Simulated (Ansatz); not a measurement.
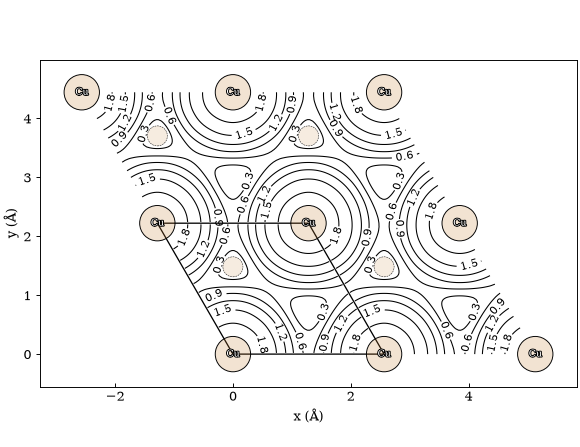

Energy landscape of C on a Cu(111) slab cut from the Fm-3m phase, its upper half relaxed before the scan (12 atoms of substrate and one adsorbate in a 2 × 2 cell). 
- C is moved over the surface cell; relaxed at each place: the height of the adsorbate's atoms; substrate rigid; the origin of the map has the adsorbate above Cu9.
- Places are given modulo a cell vector. The map is drawn in real space over the plane of the surface.
- Grid: 6 × 6 points; 10 points were computed and 26 follow by symmetry.
- Places are given in fractions of the 1 × 1 surface cell.
- Energies: eV, counted from the lowest grid point.
- Level of theory: DFT PBE, scalar-relativistic, plane waves, PAW in Ansatz 0.2.0. Settings: cutoff 420 eV, k-mesh 6×6×1, gaussian smearing 0.1 eV, no spin polarisation.

In the figure: contour lines labelled in eV, labelled circles for the atoms of the top layer and small ones for the second layer, the outline of one cell of the 2 × 2 shown. Between grid points the surface is interpolated. 

Question: Describe this landscape.

Answer: The lowest grid point is at a threefold hollow over a third-layer Cu atom, (4/6, 2/6) of the cell vectors. A higher local minimum lies near a threefold hollow over a second-layer Cu atom, (2/6, 4/6) of the cell vectors (0.07 eV above the lowest at that grid point). The highest grid point, the top site over a surface Cu atom, (0/6, 0/6) of the cell vectors, lies 2.04 eV above the lowest. On the interpolated surface the easiest way out of the lowest well to the well at a threefold hollow over a second-layer Cu atom, (2/6, 4/6) of the cell vectors passes a barrier of about 0.55 eV. At the lowest point the adsorbate has 3 Cu at 1.85 Å as nearest neighbours, at the highest 1 Cu at 1.72 Å. Its relaxed height above the top atom is 1.10 Å at the lowest and 1.72 Å at the highest point.

The values on the grid:

| second ↓, first → | 0/6 | 1/6 | 2/6 | 3/6 | 4/6 | 5/6 |
| --- | --- | --- | --- | --- | --- | --- |
| 5/6 | 1.88 | 1.52 | 0.66 | 0.66 | 1.52 | 1.88 |
| 4/6 | 1.29 | 0.66 | 0.07 | 0.66 | 1.29 | 1.49 |
| 3/6 | 0.55 | 0.66 | 0.66 | 0.55 | 0.60 | 0.60 |
| 2/6 | 1.29 | 1.52 | 1.29 | 0.60 | 0.00 | 0.60 |
| 1/6 | 1.88 | 1.88 | 1.49 | 0.60 | 0.60 | 1.49 |
| 0/6 | 2.04 | 1.88 | 1.29 | 0.55 | 1.29 | 1.88 |

Each point was launched as `ansatz run input.yaml --threads 4 --pin off --max-ram 12288MiB --backend cpu --events-out ev --progress --plain --runs-dir out`. Time for the 10 points that were run: 15 min on 4 threads of Intel(R) Xeon(R) Platinum 8259CL CPU @ 2.50GHz (Skylake/Cascade Lake) (shared host).

PAW datasets: the set soft_1.
